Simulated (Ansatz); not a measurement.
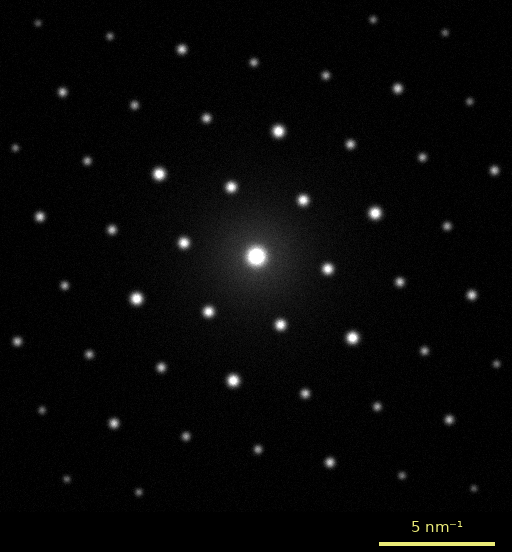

Kinematic zone-axis pattern, calculated for 300 keV electrons with B = 1 Å².

It belongs to Tl, space group P6_3/mmc (No. 194), a = 3.61 Å, c = 5.51 Å (hexagonal axes). Structure: the geometry relaxed at fixed volume with DFT PBE, spin-orbit coupling, plane waves, PAW (Ansatz 0.2.0).

```cif
data_structure
_symmetry_space_group_name_H-M 'P6_3/mmc'
_symmetry_Int_Tables_number 194
_cell_length_a 3.6097
_cell_length_b 3.6097
_cell_length_c 5.5114
_cell_angle_alpha 90.000
_cell_angle_beta 90.000
_cell_angle_gamma 120.000
_cell_volume 62.19
loop_
_atom_site_label
_atom_site_type_symbol
_atom_site_symmetry_multiplicity
_atom_site_Wyckoff_symbol
_atom_site_fract_x
_atom_site_fract_y
_atom_site_fract_z
_atom_site_occupancy
Tl1 Tl 2 d 0.33333 0.66667 0.75000 1
```

Question: Measure the pattern against the scale bar and name the zone.

Answer: The spots form a hexagonal net with both shortest vectors at d = 3.13 Å, 60.0° apart. They index as 1 -1 0 and 1 0 0, so the zone axis is [001].

Question: List the strongest reflections.

Answer: Strongest reflections with d > 0.96 Å, one of each family (|F|² from tabulated Gaussian fits of the electron scattering factors, times a small damping for the curvature of the Ewald sphere):

| hkl | d (Å) | I (strongest = 100) |
| --- | --- | --- |
| 2 -1 0 | 1.805 | 100 |
| 1 0 0 | 3.126 | 59 |
| 3 0 0 | 1.042 | 24 |
| 2 0 0 | 1.563 | 18 |
| 3 -1 0 | 1.182 | 9 |
